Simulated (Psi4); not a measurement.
**Run report: BNH$_{3}$, geometry relaxation (part 3 of 3)**

BNH$_{3}$, multiplicity 2; wB97X-D/aug-cc-pVDZ, UKS (Psi4 1.11). The atoms were displaced at random from an optimised geometry.

Geometry of the input (Å):
```
B  -0.3188  -0.4788  -0.0738
N  0.4652  0.6641  -0.0622
H  -0.4220  -1.0267  0.8243
H  -1.0108  -0.4917  -1.1367
H  1.2387  1.3953  0.2323
```

## Trajectory as extended XYZ, continued
```
5
Properties=species:S:1:pos:R:3:forces:R:3 step=32 energy=-2213.13022
B    -0.3483   -0.4087   -0.1055   -0.0019   0.1586  -0.0848
N     0.4931    0.6301   -0.0418    0.0161  -0.0003  -0.0018
H    -0.4409   -1.1333    0.8611   -0.0298  -0.0848   0.0167
H    -1.0086   -0.5837   -1.1067    0.0112  -0.0689   0.0657
H     1.1900    1.3016    0.2287   -0.0121  -0.0241   0.0042
5
Properties=species:S:1:pos:R:3:forces:R:3 step=33 energy=-2213.13025
B    -0.3483   -0.4087   -0.1055   -0.0029   0.1550  -0.0820
N     0.4931    0.6300   -0.0418    0.0169   0.0010  -0.0020
H    -0.4410   -1.1334    0.8611   -0.0296  -0.0831   0.0149
H    -1.0086   -0.5837   -1.1067    0.0106  -0.0687   0.0646
H     1.1900    1.3016    0.2287   -0.0116  -0.0236   0.0044
5
Properties=species:S:1:pos:R:3:forces:R:3 step=34 energy=-2213.13029
B    -0.3483   -0.4086   -0.1056   -0.0043   0.1497  -0.0780
N     0.4931    0.6300   -0.0418    0.0181   0.0029  -0.0022
H    -0.4410   -1.1335    0.8612   -0.0292  -0.0807   0.0123
H    -1.0086   -0.5838   -1.1066    0.0098  -0.0685   0.0631
H     1.1900    1.3015    0.2287   -0.0108  -0.0228   0.0048
5
Properties=species:S:1:pos:R:3:forces:R:3 step=35 energy=-2213.13034
B    -0.3483   -0.4085   -0.1056   -0.0060   0.1429  -0.0728
N     0.4931    0.6299   -0.0418    0.0195   0.0052  -0.0026
H    -0.4410   -1.1336    0.8612   -0.0287  -0.0775   0.0089
H    -1.0086   -0.5840   -1.1065    0.0086  -0.0681   0.0611
H     1.1900    1.3014    0.2288   -0.0098  -0.0217   0.0053
5
Properties=species:S:1:pos:R:3:forces:R:3 step=36 energy=-2213.13040
B    -0.3484   -0.4084   -0.1057   -0.0081   0.1345  -0.0664
N     0.4931    0.6299   -0.0417    0.0211   0.0079  -0.0031
H    -0.4411   -1.1338    0.8613   -0.0282  -0.0736   0.0047
H    -1.0085   -0.5841   -1.1064    0.0072  -0.0677   0.0587
H     1.1899    1.3013    0.2288   -0.0084  -0.0203   0.0059
5
Properties=species:S:1:pos:R:3:forces:R:3 step=37 energy=-2213.13047
B    -0.3484   -0.4082   -0.1058   -0.0105   0.1249  -0.0589
N     0.4932    0.6298   -0.0417    0.0227   0.0108  -0.0037
H    -0.4411   -1.1340    0.8613   -0.0275  -0.0691  -0.0001
H    -1.0085   -0.5843   -1.1062    0.0056  -0.0672   0.0558
H     1.1899    1.3012    0.2289   -0.0068  -0.0186   0.0066
5
Properties=species:S:1:pos:R:3:forces:R:3 step=38 energy=-2213.13054
B    -0.3484   -0.4081   -0.1058   -0.0129   0.1142  -0.0506
N     0.4932    0.6297   -0.0416    0.0243   0.0138  -0.0044
H    -0.4412   -1.1342    0.8614   -0.0267  -0.0640  -0.0055
H    -1.0085   -0.5846   -1.1061    0.0037  -0.0666   0.0526
H     1.1899    1.3011    0.2289   -0.0048  -0.0165   0.0075
5
Properties=species:S:1:pos:R:3:forces:R:3 step=39 energy=-2213.13062
B    -0.3484   -0.4078   -0.1059   -0.0157   0.1015  -0.0405
N     0.4932    0.6296   -0.0416    0.0257   0.0169  -0.0053
H    -0.4413   -1.1346    0.8615   -0.0258  -0.0578  -0.0119
H    -1.0085   -0.5848   -1.1058    0.0014  -0.0658   0.0487
H     1.1898    1.3009    0.2290   -0.0022  -0.0138   0.0086
5
Properties=species:S:1:pos:R:3:forces:R:3 step=40 energy=-2213.13071
B    -0.3485   -0.4076   -0.1061   -0.0186   0.0866  -0.0285
N     0.4933    0.6295   -0.0415    0.0268   0.0199  -0.0066
H    -0.4414   -1.1349    0.8615   -0.0246  -0.0504  -0.0194
H    -1.0085   -0.5852   -1.1056   -0.0013  -0.0648   0.0439
H     1.1898    1.3007    0.2291    0.0012  -0.0103   0.0101
5
Properties=species:S:1:pos:R:3:forces:R:3 step=41 energy=-2213.13081
B    -0.3486   -0.4073   -0.1062   -0.0214   0.0699  -0.0149
N     0.4933    0.6293   -0.0414    0.0271   0.0224  -0.0083
H    -0.4415   -1.1354    0.8616   -0.0233  -0.0418  -0.0279
H    -1.0085   -0.5857   -1.1053   -0.0045  -0.0635   0.0384
H     1.1898    1.3004    0.2292    0.0056  -0.0059   0.0120
5
Properties=species:S:1:pos:R:3:forces:R:3 step=42 energy=-2213.13090
B    -0.3487   -0.4070   -0.1063   -0.0237   0.0518   0.0002
N     0.4934    0.6292   -0.0414    0.0261   0.0238  -0.0103
H    -0.4417   -1.1359    0.8617   -0.0217  -0.0322  -0.0370
H    -1.0086   -0.5862   -1.1049   -0.0081  -0.0618   0.0321
H     1.1897    1.3001    0.2294    0.0110  -0.0003   0.0143
5
Properties=species:S:1:pos:R:3:forces:R:3 step=43 energy=-2213.13100
B    -0.3488   -0.4066   -0.1065   -0.0250   0.0332   0.0158
N     0.4936    0.6290   -0.0413    0.0232   0.0234  -0.0128
H    -0.4419   -1.1365    0.8617   -0.0200  -0.0219  -0.0462
H    -1.0086   -0.5869   -1.1045   -0.0120  -0.0596   0.0252
H     1.1897    1.2998    0.2295    0.0173   0.0062   0.0170
5
Properties=species:S:1:pos:R:3:forces:R:3 step=44 energy=-2213.13109
B    -0.3490   -0.4063   -0.1066   -0.0249   0.0156   0.0305
N     0.4937    0.6288   -0.0413    0.0184   0.0209  -0.0155
H    -0.4421   -1.1373    0.8616   -0.0182  -0.0116  -0.0544
H    -1.0086   -0.5878   -1.1041   -0.0158  -0.0568   0.0183
H     1.1897    1.2994    0.2297    0.0240   0.0131   0.0199
5
Properties=species:S:1:pos:R:3:forces:R:3 step=45 energy=-2213.13119
B    -0.3492   -0.4059   -0.1066   -0.0231   0.0004   0.0425
N     0.4939    0.6287   -0.0413    0.0120   0.0167  -0.0180
H    -0.4424   -1.1380    0.8614   -0.0165  -0.0021  -0.0604
H    -1.0087   -0.5888   -1.1036   -0.0193  -0.0533   0.0119
H     1.1897    1.2990    0.2300    0.0302   0.0197   0.0226
5
Properties=species:S:1:pos:R:3:forces:R:3 step=46 energy=-2213.13129
B    -0.3495   -0.4055   -0.1066   -0.0196  -0.0111   0.0498
N     0.4942    0.6286   -0.0413    0.0053   0.0116  -0.0196
H    -0.4427   -1.1388    0.8610   -0.0148   0.0056  -0.0629
H    -1.0089   -0.5899   -1.1031   -0.0219  -0.0489   0.0068
H     1.1899    1.2987    0.2302    0.0343   0.0243   0.0245
5
Properties=species:S:1:pos:R:3:forces:R:3 step=47 energy=-2213.13141
B    -0.3498   -0.4052   -0.1064   -0.0147  -0.0180   0.0503
N     0.4944    0.6285   -0.0415   -0.0001   0.0073  -0.0197
H    -0.4430   -1.1395    0.8605   -0.0134   0.0104  -0.0607
H    -1.0090   -0.5912   -1.1026   -0.0232  -0.0437   0.0037
H     1.1901    1.2984    0.2305    0.0347   0.0255   0.0249
5
Properties=species:S:1:pos:R:3:forces:R:3 step=48 energy=-2213.13155
B    -0.3502   -0.4049   -0.1061   -0.0090  -0.0196   0.0425
N     0.4947    0.6284   -0.0417   -0.0026   0.0052  -0.0175
H    -0.4434   -1.1403    0.8597   -0.0123   0.0116  -0.0527
H    -1.0093   -0.5925   -1.1022   -0.0227  -0.0375   0.0031
H     1.1905    1.2982    0.2309    0.0299   0.0218   0.0232
5
Properties=species:S:1:pos:R:3:forces:R:3 step=49 energy=-2213.13169
B    -0.3505   -0.4047   -0.1057   -0.0029  -0.0154   0.0254
N     0.4950    0.6284   -0.0420   -0.0013   0.0063  -0.0128
H    -0.4437   -1.1409    0.8587   -0.0115   0.0086  -0.0384
H    -1.0096   -0.5941   -1.1017   -0.0203  -0.0303   0.0054
H     1.1910    1.2982    0.2313    0.0191   0.0123   0.0191
```

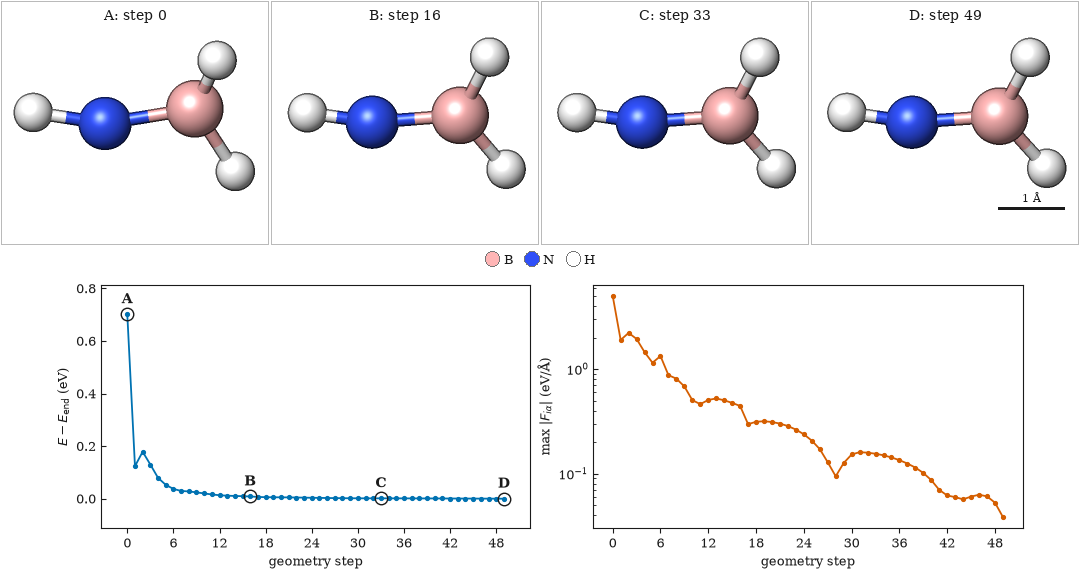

**Figure 1.** Frames of the relaxation (ball-and-stick view, seen at a tilt) above the curves, on which the letters mark them (steps are counted from 0).

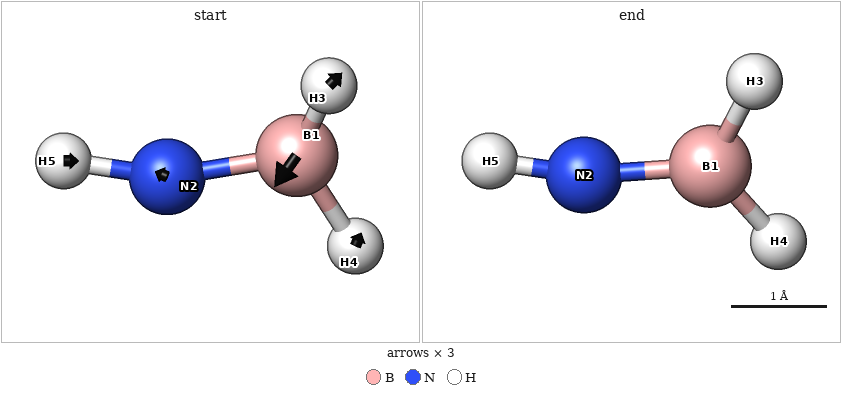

**Figure 2.** Before (left) and after (right) the relaxation, at one scale (ball-and-stick view, seen at a tilt). The black arrows give the displacements, magnified 3 times. The energy falls by 0.702 eV in 49 geometry steps. The largest force component goes from 5 to 0.038 eV/Å. B1 moves most after the best rigid fit: 0.14 Å. Largest moves by element: B 0.14 Å, H 0.07 Å, N 0.05 Å. Distances before and after: B1–H3 1.057 → 1.217 Å, N2–H5 1.104 → 1.004 Å, B1–H4 1.268 → 1.209 Å, B1–N2 1.386 → 1.337 Å. Among the angles that change: N2–B1–H4 108.9° → 120.3°, H3–B1–H4 130.8° → 121.1°, B1–N2–H5 160.8° → 165.3°. (Atoms are counted from 1 in the order of the input.)

## Summary

```json
{"quantity": "outcome", "value": "converged"}
{"quantity": "total energy", "value": "−81.331090 hartree"}
{"quantity": "dispersion energy", "value": "−0.000538 hartree"}
{"quantity": "basis functions", "value": "73"}
{"quantity": "⟨S²⟩", "value": "0.759"}
{"quantity": "dipole moment", "value": "1.31 D"}
{"quantity": "wall time", "value": "6.6 min"}
{"quantity": "peak memory", "value": "1.2 GiB"}
```
